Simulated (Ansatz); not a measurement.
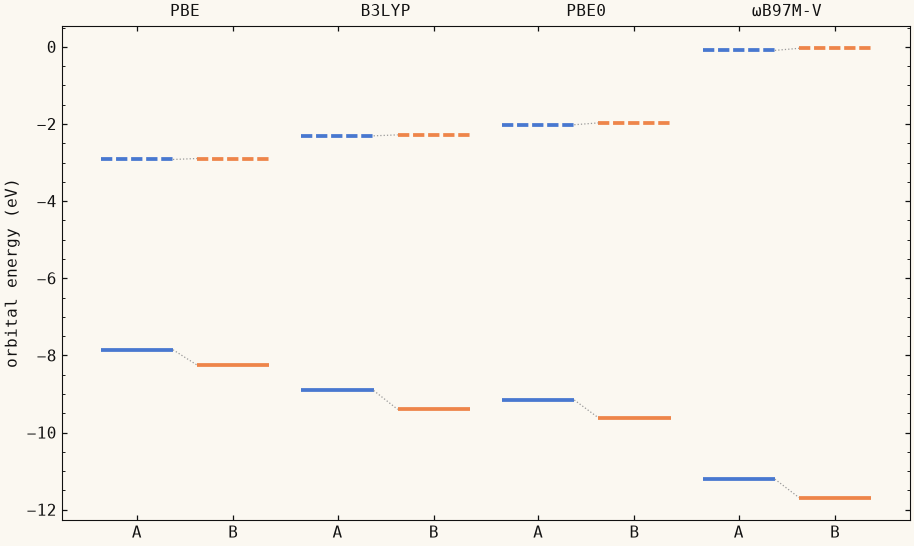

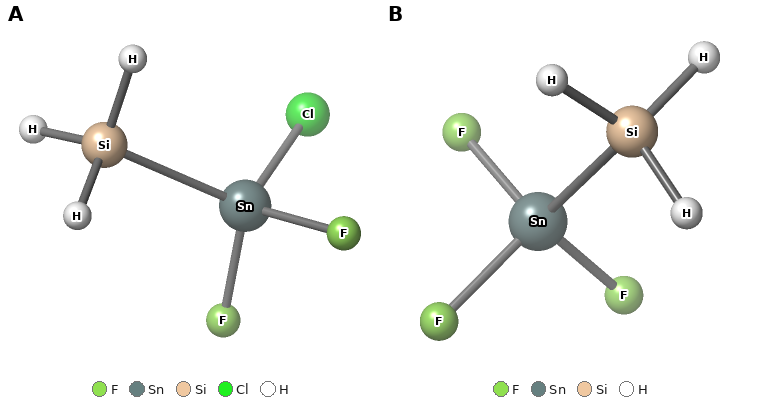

One change: A, SnSiH₃ClF₂ (SMILES [F][Sn]([F])([SiH3])[Cl]), becomes B, SnSiH₃F₃ (SMILES [F][Sn]([F])([F])[SiH3]). Cl on Sn is replaced by F. HOMO (solid) and LUMO (dashed) computed in def2-TZVPP at PBE0-D4/def2-TZVP geometries, both minima by their frequencies, gas phase, the Ansatz code.

> What does the change do to HOMO and LUMO?

PBE: the HOMO falls by 0.40 eV, the LUMO rises by 0.02 eV, and the separation goes from 4.93 to 5.35 eV. B3LYP: the HOMO falls by 0.49 eV, the LUMO rises by 0.03 eV, and the separation goes from 6.60 to 7.12 eV. PBE0: the HOMO falls by 0.46 eV, the LUMO rises by 0.05 eV, and the separation goes from 7.14 to 7.64 eV. ωB97M-V: the HOMO falls by 0.48 eV, the LUMO rises by 0.05 eV, and the separation goes from 11.12 to 11.65 eV.

> Do the functionals agree on the effect?

They agree on the direction for both levels; the HOMO shift lies between −0.49 and −0.40 eV and the LUMO shift between 0.02 and 0.05 eV, while the separations themselves differ by up to 6.3 eV between functionals.

Known limits of this run: core potentials past krypton; spin-orbit coupling is left out, and with Sn it can shift these values.
